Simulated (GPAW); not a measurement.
# Convergence study of the plane-wave cutoff for Pd (Fm-3m, 1 atom in the cell)

```
Pd
1.0
    0.00000     1.95084     1.95084
    1.95084     0.00000     1.95084
    1.95084     1.95084     0.00000
Pd
1
Direct
  0.00000   0.00000   0.00000
```

Method: PBE, GPAW PAW datasets PBE (gpaw-data 1.0.1) (plane waves; GPAW).

Base settings: mode = pw; ecut = 550 eV; xc = PBE; kpts = 5 5 5; mesh shift (steps) = 0 0 0; occupations.name = fermi-dirac; occupations.width = 0.1 eV; nbands = -9; convergence.forces = 0.001 eV/Å; symmetry.symmorphic = false.

The second cell is the first with its lattice scaled by 0.98.

The mesh stays at the base's, so the ladder's end is converged at best in this setting alone.

Only quantities that move along the ladder and can be compared are tabulated.

The count of work is k-points × plane waves × bands × iterations; it is no time. 

The starting cell has typed, rounded lattice constants, without a prior relaxation at this level. Its lattice was rescaled by up to half a per cent. Spin polarisation is off. In the base run, with a pressure of about 8 GPa the cell is away from its equilibrium volume at this level. Without a gap this mesh is coarse (it stands for a supercell whose shortest vector is 14 Å).

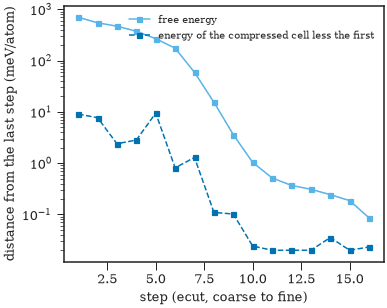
Distance from the last step along the ladder; very small values are drawn at a floor.

```tsv
ecut	free energy less the last step's (meV/atom)	energy of the compressed cell less the first (meV/atom)	pressure (GPa)	count of work / last
190 eV	702.32	75.35	-7.89	0.053
220 eV	545.34	92.11	5.05	0.057
250 eV	470.05	86.80	2.47	0.072
275 eV	373.11	81.59	0.62	0.094
300 eV	267.29	93.89	0.36	0.10
330 eV	174.59	85.23	1.50	0.12
385 eV	58.90	85.71	5.04	0.15
440 eV	15.40	84.53	7.35	0.18
495 eV	3.59	84.52	8.23	0.21
550 eV	1.03	84.39	8.47	0.27
605 eV	0.51	84.41	8.53	0.32
660 eV	0.37	84.42	8.54	0.36
740 eV	0.31	84.43	8.54	0.42
825 eV	0.24	84.45	8.54	0.50
960 eV	0.19	84.43	8.54	0.62
1100 eV	0.09	84.44	8.54	0.76
1320 eV	0.00	84.42	8.54	1.0
```

Coarsest ecut that holds the pressure within 0.2 GPa of the last step, with all finer ones: 550 eV, at 0.27 of the last step's count of work; the step before is off by 0.31 GPa.

Coarsest ecut that holds the free energy within 5 meV/atom of the last step, with all finer ones: 495 eV, at 0.21 of the last step's count of work; the step before is off by 15 meV/atom.

Coarsest ecut that holds the energy of the compressed cell less the first within 0.2 meV/atom of the last step, with all finer ones: 440 eV, at 0.18 of the last step's count of work; the step before is off by 1.3 meV/atom.

The energy difference between the two cells stays within 1 meV/atom of the last step's from 440 eV on, the total only from 605 eV on: much of the error is common to both cells and cancels.

At the lowest cutoff the pressure lies 16.4 GPa under the last step's, the usual sign of Pulay stress in an incomplete plane-wave basis.
